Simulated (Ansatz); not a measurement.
# SnS, response to strain

Take SnS in the GeS type structure (space group Pnma, No. 62) as the base.

```xyz
8
Lattice="11.1555 0.0000 0.0000 0.0000 3.9999 0.0000 0.0000 0.0000 4.2608" Properties=species:S:1:pos:R:3 pbc="T T T"
Sn     6.8988     2.9999     2.6066
Sn     9.8344     1.0000     0.4762
Sn     4.2567     1.0000     1.6542
Sn     1.3210     2.9999     3.7846
S      3.9364     2.9999     4.1554
S      1.6413     1.0000     2.0250
S      7.2191     1.0000     0.1054
S      9.5141     2.9999     2.2358
```

Cartesian axes are those of the cell as printed.

Strains are applied to the cell and any free atomic positions relax; under biaxial strain the out-of-plane vector relaxes too.

Method: PBE-D3(BJ), PAW, 420 eV (Ansatz, a quantum-chemistry and plane-wave program; no spin-orbit coupling), earlier PAW set.

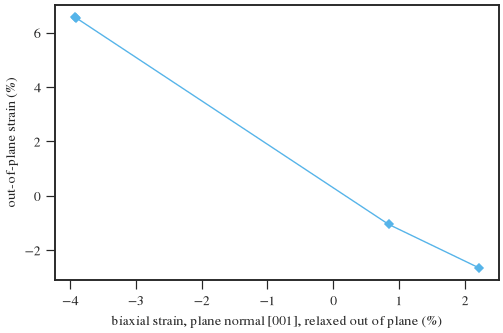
Figure: Out-of-plane strain against biaxial strain, plane normal [001], relaxed out of plane

Task: From the plot, what is the out-of-plane strain for biaxial strain +2.21 %, plane normal [001], relaxed out of plane?

Result: About -2.6 %.

Task: Is the trend monotonic over the range shown?

Result: Yes, it falls throughout, spanning -2.65 % to +6.57 %.

Stability against distortions was not tested.
